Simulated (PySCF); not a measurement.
**PF3 (phosphorus trifluoride): levels of theory compared**

Aim: a comparison of 5 runs (MP2/STO-6G, UMP2/STO-6G, QCISD(T)/STO-6G, CISD/STO-6G, FCI/STO-6G) of PF3 (phosphorus trifluoride). The job is set up through a Python script.

The calculation is run with PySCF 2.14.0.

22 further runs of the same task are left out: 12 that didn't finish, 10 set aside as unsound or not needed.

## Step 1: The structure to begin with

The species is PF3 (4 atoms), meant as a singlet with charge 0. As SMILES, `FP(F)F`. The F1–P2 distance was set to 4.400 Å, away from the relaxed value. At this shape a bond of the SMILES string is far longer than usual.

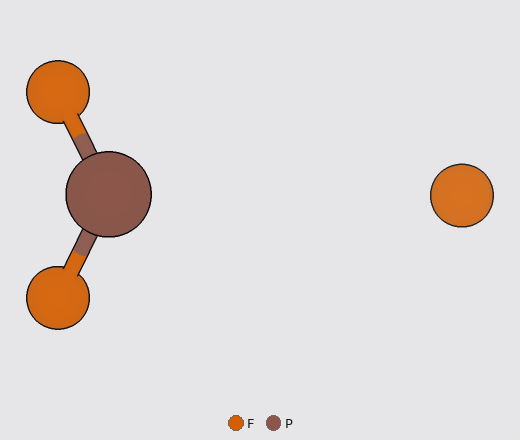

Viewed from a chosen angle; fluorine orange, phosphorus brown.

## Step 2: The energy at MP2/STO-6G (run 1)

The input, geometry.xyz:

```xyz
4

F      2.871839    -2.423256     1.742468
P     -0.297500     0.314600     0.392300
F     -1.061900    -0.696500    -0.536900
F      0.525000     1.045200    -0.730000
```

The input, input.py:

```python
from pyscf import gto, mp

mol = gto.Mole()
mol.atom = 'geometry.xyz'
mol.max_memory = 1860
mol.basis = 'sto-6g'
mol.spin = 0
mol.verbose = 3
mol.build()

mf = mol.RHF()
mf.conv_tol = 1e-10
mf.kernel()
if not mf.converged:
    mf = mf.newton().run(mf.mo_coeff, mf.mo_occ)

pt = mp.MP2(mf, frozen=8).run()
e_final = pt.e_tot
print(f'total energy: {e_final:.8f} hartree')
```

Launch:

```sh
$ OMP_NUM_THREADS=1 python input.py
```

Standard output:

```text
SCF not converged.
SCF energy = -635.865816014067
converged SCF energy = -636.058964559338
E(RMP2) = -636.473244021439  E_corr = -0.414279462100605
E(SCS-RMP2) = -636.542654767513  E_corr = -0.483690208174767
total energy: -636.47324402 hartree
```

Wall time 1.5 s (1 thread of Arm Neoverse V1, shared host); peak memory 0.12 GiB.

## Step 3: A single-point energy at UMP2/STO-6G (run 2)

The input, job.py:

```python
from pyscf import gto, mp

mol = gto.M(
    atom=[
    ('F', (2.871839, -2.423256, 1.742468)),
    ('P', (-0.297500, 0.314600, 0.392300)),
    ('F', (-1.061900, -0.696500, -0.536900)),
    ('F', (0.525000, 1.045200, -0.730000)),
],
    basis='sto-6g',
    charge=0,
    max_memory=1860,
    verbose=3,
)

mf = mol.UHF()
mf.conv_tol = 1e-10
mf.kernel()
if not mf.converged:
    mf = mf.newton().run(mf.mo_coeff, mf.mo_occ)
for _ in range(3):
    mo, _, stable, _ = mf.stability(return_status=True)
    if stable:
        break
    mf.kernel(mf.make_rdm1(mo, mf.mo_occ))

pt = mp.MP2(mf, frozen=8).run()
e_final = pt.e_tot
print('Final energy', e_final)
```

Launch:

```sh
$ OMP_NUM_THREADS=1 python job.py
```

Standard output:

```text
WARN: HOMO 0.22784120498814 >= LUMO 0.228513353846356

WARN: HOMO 0.141109513111345 >= LUMO 0.141104833470034

SCF not converged.
SCF energy = -636.004203403209 after 50 cycles  <S^2> = 0.15226583  2S+1 = 1.2684886

WARN: HOMO 0.0341944209337651 >= LUMO 0.0211241567319822

converged SCF energy = -636.348501010465  <S^2> = 1.0035161  2S+1 = 2.2392106
<class 'pyscf.soscf.newton_ah.SecondOrderUHF'> wavefunction is stable in the internal stability analysis
E(UMP2) = -636.40380723077  E_corr = -0.0553062203052287
E(SCS-UMP2) = -636.406482012128  E_corr = -0.0579810016626843
Final energy -636.4038072307701
```

Wall time 1.4 s (1 thread of Arm Neoverse V1, shared host); peak memory 0.12 GiB.

Runs 3 to 4 aren't shown in full; the table further down has their settings and results.

## Step 4: The energy at FCI/STO-6G (run 5)

The input, job.py:

```python
from pyscf import gto, scf, mcscf

system = gto.Mole()
system.atom = 'F 2.871839 -2.423256 1.742468; P -0.297500 0.314600 0.392300; F -1.061900 -0.696500 -0.536900; F 0.525000 1.045200 -0.730000'
system.max_memory = 1860
system.charge = 0
system.verbose = 3
system.basis = 'sto-6g'
system.build()

calc0 = scf.RHF(system)
calc0.conv_tol = 1e-10
calc0.kernel()
if not calc0.converged:
    calc0 = calc0.newton().run(calc0.mo_coeff, calc0.mo_occ)

cas = mcscf.CASCI(calc0, calc0.mo_coeff.shape[-1] - 8, (system.nelec[0] - 8, system.nelec[1] - 8))  # full CI above the frozen core
cas.fix_spin_(ss=0.0)
cas.kernel()
e_final = cas.e_tot
print(f'total energy: {e_final:.8f} hartree')
```

Launch:

```sh
$ OMP_NUM_THREADS=1 python job.py
```

Standard output:

```text
SCF not converged.
SCF energy = -635.865816014067
converged SCF energy = -636.058964559338
CASCI E = -636.423918301585  E(CI) = -126.169422569749  S^2 = 0.0000000
total energy: -636.42391830 hartree
```

It took 32 s on 1 thread of Arm Neoverse V1, shared host; peak memory 0.19 GiB.

## Step 5: The series

```tsv
run	level	follow instability	energy (Eh)	dipole moment (D) of the reference	HOMO energy (eV)	LUMO energy (eV)	wall time
1	MP2/STO-6G	–	-636.473244	4.87	-2.72	0.63	1.5 s
2	UMP2/STO-6G	yes	-636.403807	1.11	-6.37	6.59	1.4 s
3	QCISD(T)/STO-6G	–	-636.432191	4.87	-2.72	0.63	1.8 s
4	CISD/STO-6G	–	-636.377515	4.87	-2.72	0.63	1.5 s
5	FCI/STO-6G	–	-636.423918	4.87	-2.72	0.63	32 s
```

## Step 6: Results

```
                                          quantity          value
                               run 5: total energy  -636.42392 Eh
       run 5: dipole moment (Hartree–Fock density)         4.87 D
        run 5: HOMO energy (Hartree–Fock orbitals)       -2.72 eV
        run 5: LUMO energy (Hartree–Fock orbitals)        0.63 eV
      run 5: HOMO–LUMO gap (Hartree–Fock orbitals)        3.36 eV
run 5: correlation energy (8 core orbitals frozen)     -365.0 mEh
```

What this shows: Against full CI in this basis: MP2 -49.3 mEh; UMP2 +20.1 mEh; QCISD(T) -8.3 mEh; CISD +46.4 mEh. In run 3 the T1 diagnostic is large, so a single reference may not serve. In runs 1, 2, 3, 4, 5 the basis is minimal, so the values are rough. In runs 1, 3, 4 a closed-shell determinant meets a far-stretched bond, which it describes badly. Spin contamination of the reference: run 2 ⟨S²⟩ = 1.00. Where it is this large, the reference is a mixture of spin states, and values that rest on it are in doubt. All runs together took 38 s, the longest 32 s.
